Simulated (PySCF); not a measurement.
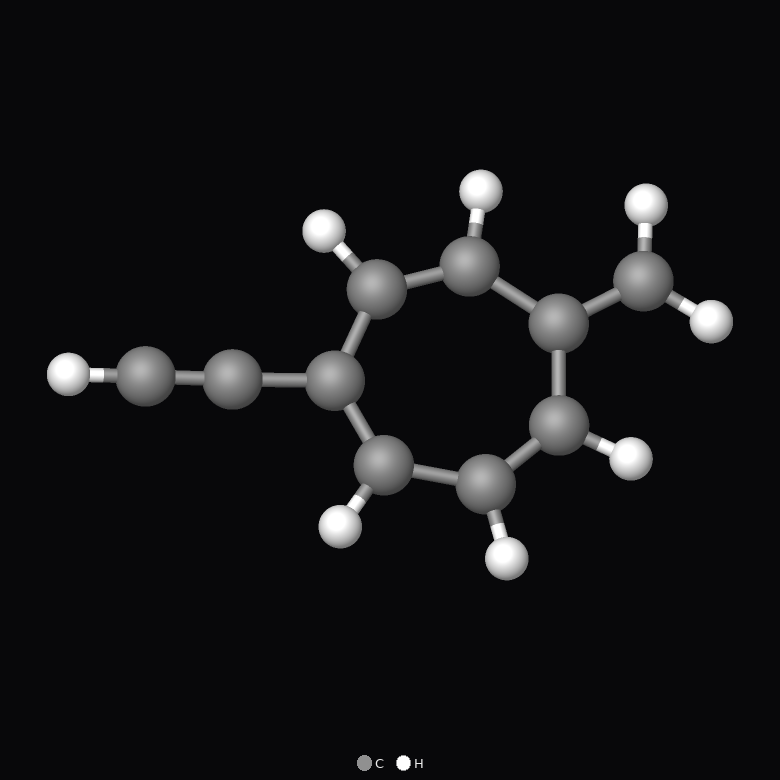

Ball-and-stick drawing of a structure. Every bond is drawn as one stick, whatever its order.

The computed structure is the end point of a PBE0-D3(BJ)/def2-SVP optimisation. No frequency run is at hand to confirm it as a minimum.

Description:

It has 18 atoms: 10 carbon and 8 hydrogen (C₁₀H₈). Its SMILES string is `C#CC1=CC=CC(=C)C=C1`. Independent rings (smallest set): 1 of 7 members. Among its groups: alkene, alkyne. The point group is Cs. All atoms lie on one plane. Coordination: 2 C linear; 8 C trigonal planar.

More results for the same structure follow; atom numbers are the same in all pictures, views and colours differ.

## Shape

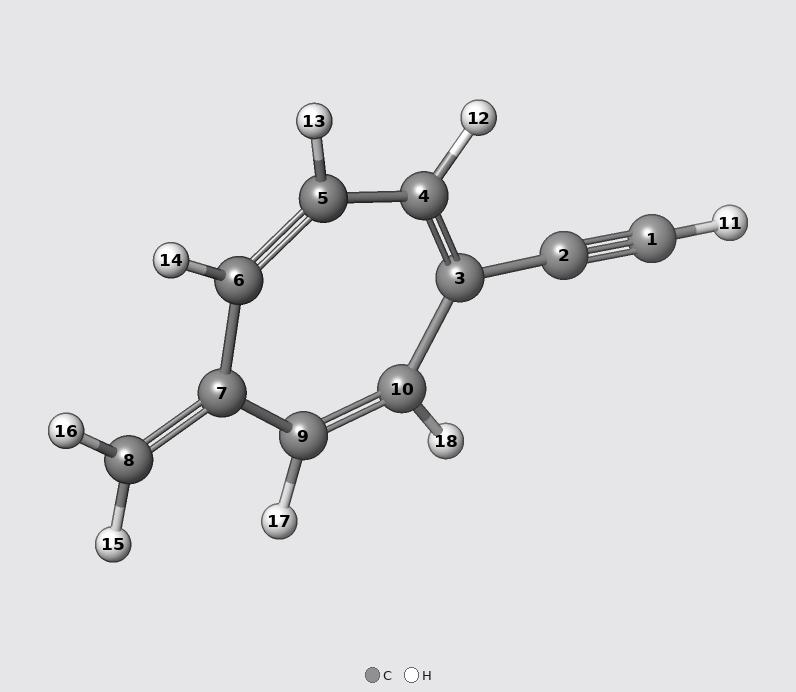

The atoms are numbered. No frequency run is at hand to confirm it as a minimum.

Which atoms are bonded, and how long are the bonds? Leave out bonds to hydrogen.

| bond | length (Å) | order |
| --- | --- | --- |
| C1–C2 | 1.214 | triple |
| C2–C3 | 1.430 | single |
| C3–C4 | 1.367 | double |
| C3–C10 | 1.459 | single |
| C4–C5 | 1.438 | single |
| C5–C6 | 1.356 | double |
| C6–C7 | 1.459 | single |
| C7–C8 | 1.356 | double |
| C7–C9 | 1.463 | single |
| C9–C10 | 1.351 | double |

## Dipole moment

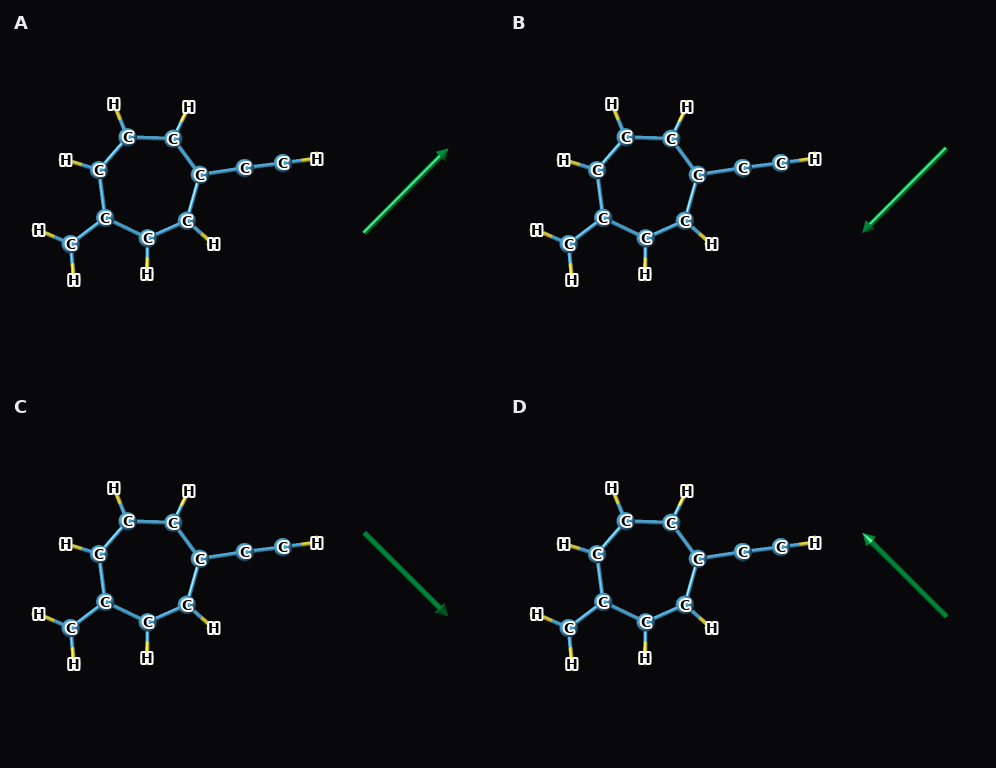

The same molecule four times, each with an arrow. No frequency run is at hand to confirm it as a minimum. Method: CAM-B3LYP/def2-SVPD in acetone (IEF-PCM) (PySCF 2.14.0).

> Which arrow points along the dipole moment, from the negative to the positive end?

D. The dipole moment is 0.60 D.

## Excitation

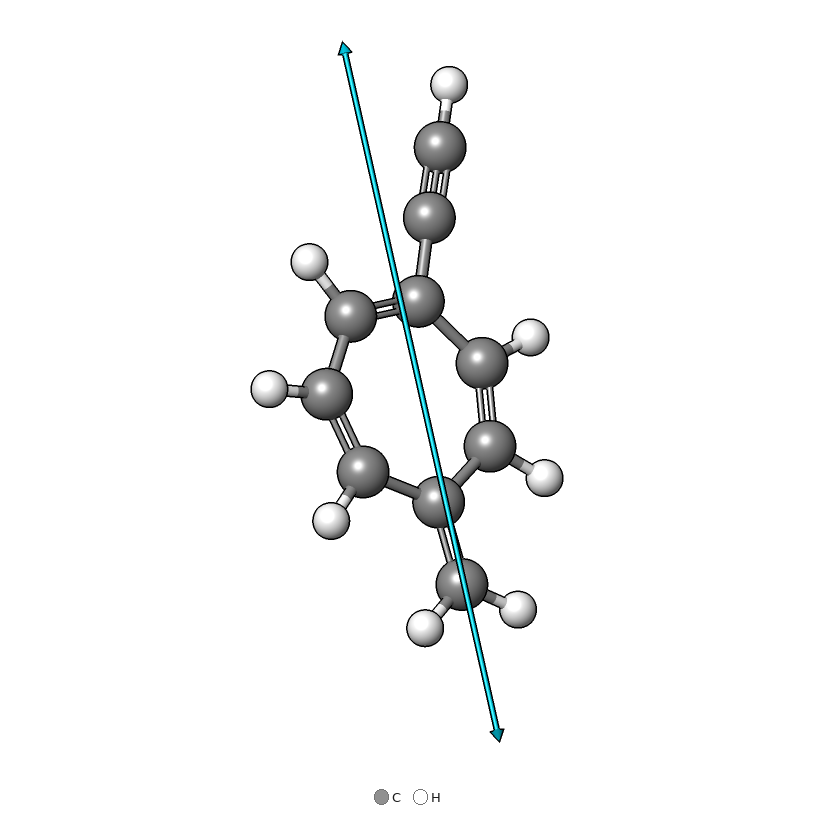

The double arrow shows the direction of the transition dipole to excited singlet state 2 (its length means nothing). No frequency run is at hand to confirm it as a minimum. Level of theory: TDDFT CAM-B3LYP/def2-SVPD, vertical, gas phase, core orbitals frozen in the response (PySCF 2.14.0).

> Give its energy, strength and character.

4.48 eV (277 nm), oscillator strength 0.38, mainly HOMO → LUMO+1 (weight 0.88); transition dipole 4.72 D.

## Ring current

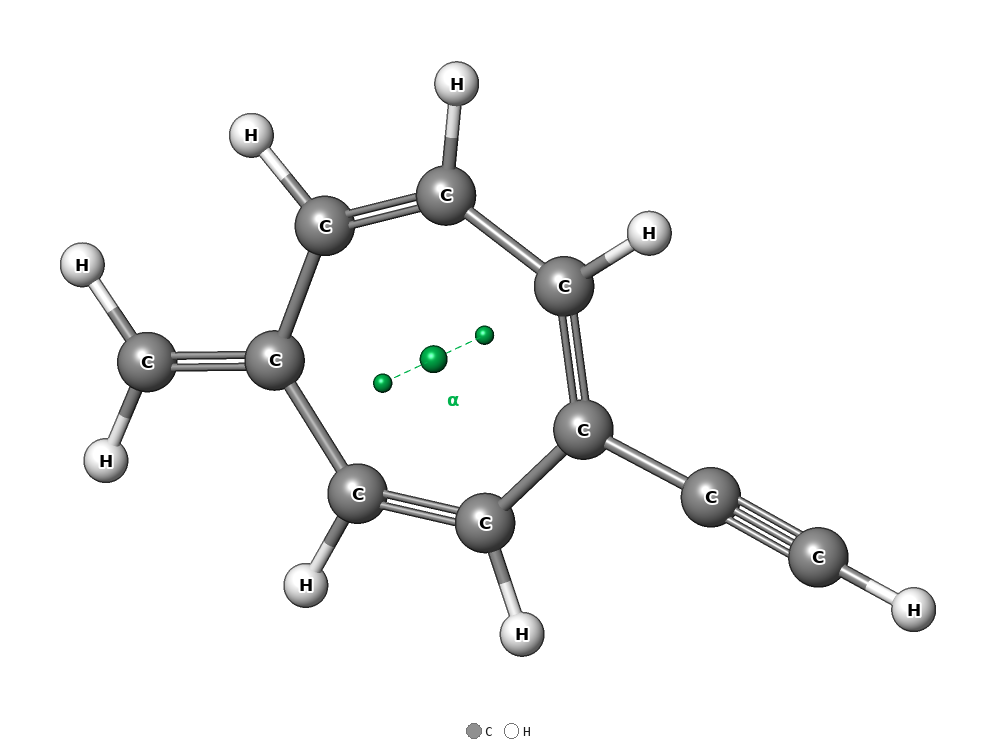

The small points mark where nucleus-independent chemical shifts (NICS) were computed: at the centre of each lettered ring and 1 Å above and below it. No frequency run is at hand to confirm it as a minimum. Level of theory: GIAO PBE0/pcSseg-1 NMR shielding, non-relativistic, IEF-PCM acetone (PySCF 2.14.0).

Give NICS(0), NICS(1) and the out-of-plane component NICS(1)zz for each ring (means of the two sides).

```tsv
ring	members	NICS(0)	NICS(1)	NICS(1)zz
α	C7	9.9	4.7	19.1
```

Values in ppm.

> What do the values say about the ring currents?

Ring α: paratropic, as in an antiaromatic ring. NICS is one index among several.

## Charges

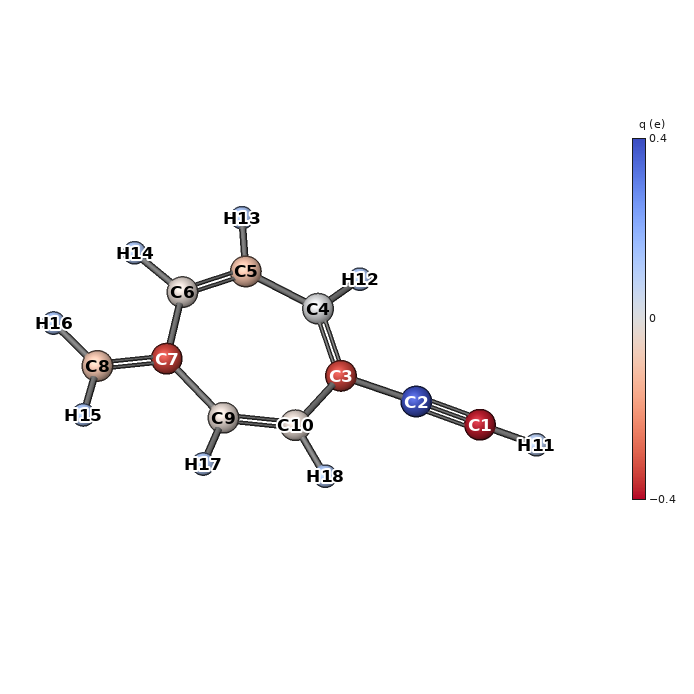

Atoms are coloured by their Mulliken charges. No frequency run is at hand to confirm it as a minimum. Method: PBE0/pcSseg-1 in acetone (IEF-PCM) (PySCF 2.14.0).

> Which atom carries the highest charge (most positive or least negative)?

C2 (0.39 e).

> And the lowest?

C1 (−0.38 e).

List the Mulliken charges.

```tsv
atom	value (e)
C1	−0.38
C2	0.39
C3	−0.34
C4	0.00
C5	−0.10
C6	−0.02
C7	−0.34
C8	−0.09
C9	−0.03
C10	−0.03
H11	0.09
H12	0.12
H13	0.13
H14	0.12
H15	0.13
H16	0.13
H17	0.12
H18	0.12
```

Mulliken values depend strongly on the basis set and can even reverse the polarity of a bond.
